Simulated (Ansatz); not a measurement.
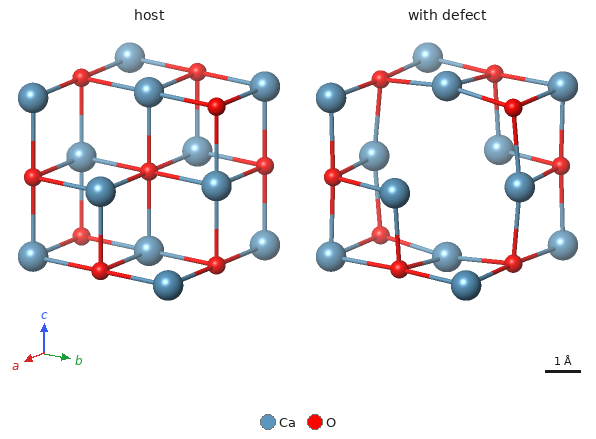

Left: perfect CaO. Right: the same region with one point defect, after relaxing the atoms in a supercell of 54 sites. A ball-and-stick model of the atoms within 4.6 Å of one point, in a slice 5.0 Å thick across the line of sight, seen from a free direction.

Computed with DFT, PBE, plane-wave PAW, default files, scalar-relativistic (Ansatz). Set-up: plane-wave cutoff 420 eV; k-point mesh 2 × 2 × 2; occupations fermi dirac; smearing width 0.01 eV; no spin polarisation. A uniform background neutralises the charged cell. The axes drawn are those of the host's conventional cell.

Q: What kind of defect was made?

A: An oxygen atom is taken out (a vacancy).

The charge state of the cell is +2.

Q: How does the lattice respond?

A: Around the empty O site the host had 6 Ca at 2.41 Å; after relaxation the nearest atoms are 6 Ca at 2.59 Å. Of the host's atoms, a calcium atom moves furthest from its site, by 0.19 Å. Relaxing the atoms from the host's sites lowers the energy by 1.71 eV.

Limits of the set-up: the cell is charged, on a uniform background, and energies carry no finite-size correction.
